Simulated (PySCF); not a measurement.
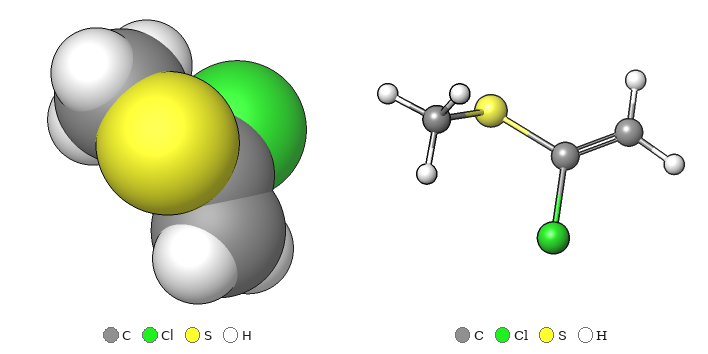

The same structure drawn twice, from different directions.

The computed structure is the end point of a PBE0-D3(BJ)/def2-SVP optimisation. No frequency run is at hand to confirm it as a minimum.

What is the molecular formula?

C₃H₅ClS, 10 atoms: 3 carbon, 5 hydrogen, 1 chlorine and 1 sulfur.

Name some functional groups or characteristic bonds that it holds.

Among them: alkene, thioether, C–Cl bond.

How many atoms are distinct by symmetry?

10: 1 C, 1 C, 1 Cl, 1 S, 1 C, 1 H, 1 H, 1 H, 1 H, 1 H.

Which point group does it belong to?

C1.

Does it have rings?

It has no ring.

More results for the same structure follow; atom numbers are the same in all pictures, views and colours differ.

NMR shielding

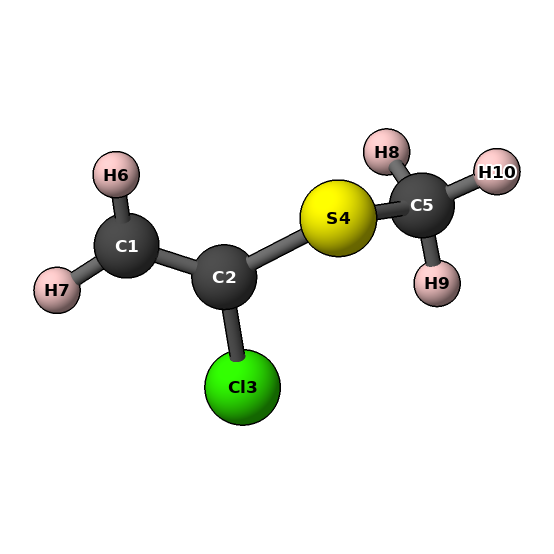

No frequency run is at hand to confirm it as a minimum. Level of theory: GIAO PBE0/pcSseg-1 NMR shielding, non-relativistic, gas phase (PySCF 2.14.0). Principal shieldings σ11 ≤ σ22 ≤ σ33, span Ω = σ33 − σ11, skew κ = 3(σiso − σ22)/Ω.

Which C atom has the most anisotropic shielding?

C1, with a span of 190 ppm.

Give the shielding tensors of the C atoms.

```tsv
atom	σ11	σ22	σ33	σiso	Ω	κ
C1	−50.9	88.7	139.1	59.0	190.0	−0.47
C2	−71.5	71.1	88.0	29.2	159.6	−0.79
C5	148.6	158.4	184.2	163.7	35.7	0.45
```

Shieldings and span in ppm.

Core levels

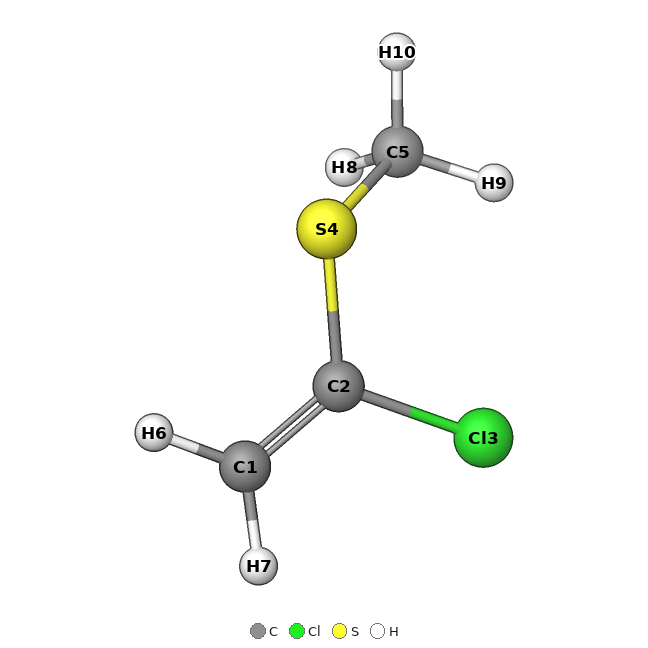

No frequency run is at hand to confirm it as a minimum. Method: delta-SCF UKS SCAN, pcX-2 on the ionised atom, pcseg-1 elsewhere, spin-free X2C (PySCF 2.14.0).

Give the core-electron binding energies (to vacuum; p and d levels without spin–orbit splitting) of C1 1s, C2 1s, Cl3 1s, Cl3 2p, S4 1s, S4 2p, C5 1s.

```
atom  level  binding energy (eV)
  C1     1s                290.3
  C2     1s                292.5
 Cl3     1s               2828.8
 Cl3     2p                206.8
  S4     1s               2477.5
  S4     2p                170.1
  C5     1s                291.4
```

Electronic properties

No frequency run is at hand to confirm it as a minimum. Method: ωB97X-D/def2-SVPD, gas phase (PySCF 2.14.0). Excitations: vertical, linear response.

What is the brightest of the 10 lowest singlets?

6.74 eV.

Give the HOMO energy (Kohn–Sham orbital) at this level.

−8.56 eV.

What is the HOMO–LUMO gap?

9.63 eV.

What is the mean static polarisability?

73.3 bohr³.
